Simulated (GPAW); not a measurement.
CsPbCl3 (Pm-3m): how ε∞ follows the gap

The empty bands of CsPbCl3 (Pm-3m) are shifted up rigidly by Δ, and ε∞ is computed for each shift.

It takes space group Pm-3m (No. 221, cubic). The conventional cell has a = 5.605 Å, b = 5.605 Å, c = 5.605 Å, α = 90.00°, β = 90.00°, γ = 90.00°. Pb on site b has 6 Cl at 2.80 Å as nearest neighbours. Around Cs on site a lie 12 Cl at 3.96 Å. Around Cl on site c lie 2 Pb at 2.80 Å.

Method: GPAW 26.7.0, PBE, RPA, k-mesh 6×6×6, local fields up to 50 eV, Lorentzian half width 0.15 eV.

Launch of the response step: `OMP_NUM_THREADS=1 python df.py`. The series took 21.7 min in all, its band step included, on 1 thread of Arm Neoverse V1 (shared host).

| Δ (eV) | ε∞ |
| --- | --- |
| 0.00 | 3.931 |
| 0.40 | 3.720 |
| 0.80 | 3.545 |
| 1.20 | 3.395 |
| 1.60 | 3.267 |
| 2.00 | ? |

With one effective transition at E₀ and fixed dipole strength, ε∞ − 1 = A/(E₀ + Δ), so 1/(ε∞ − 1) is linear in Δ.

Working, on the rows shown:

| x = Δ (eV) | y = 1/(ε∞ − 1) |
| --- | --- |
| 0 | 0.34118 |
| 0.4 | 0.367647 |
| 0.8 | 0.392927 |
| 1.2 | 0.417537 |
| 1.6 | 0.441112 |

Means: x̄ = 0.8, ȳ = 0.39208. Σ(x − x̄)(y − ȳ) = 0.0999, Σ(x − x̄)² = 1.6. Slope = 0.0999 / 1.6 = 0.06244; intercept = ȳ − slope · x̄ = 0.34213. Turned back into ε∞, the line misses the rows shown by at most 0.0081.

Predict the last column of the withheld row from the fit.

At x = 2 the line gives y = 0.46701, that is 3.141. The run gave 3.154, so the extrapolation is off by 0.013, 1.6 % of the range in the table.

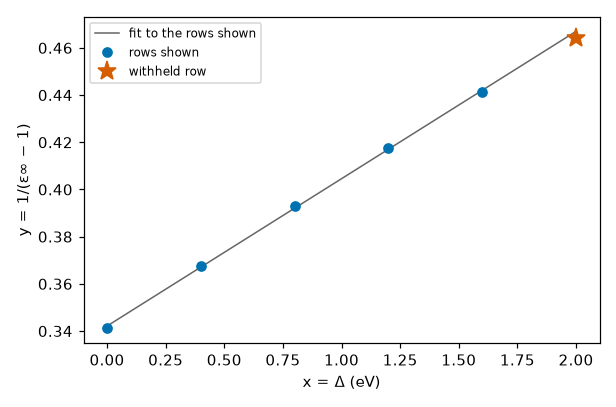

Refitted with all rows, the slope is 0.06145 and the intercept 0.34265. These give E₀ = intercept/slope = 5.6 eV, far above the least direct gap of 1.87 eV: most of the screening comes from transitions well over the edge. Over the first step ε∞ falls by 13 % per eV. Excitons are left out. The values come from a sum over the points of one k-mesh and carry its error, which grows as the direct gap shrinks. Spin-orbit coupling is left out.
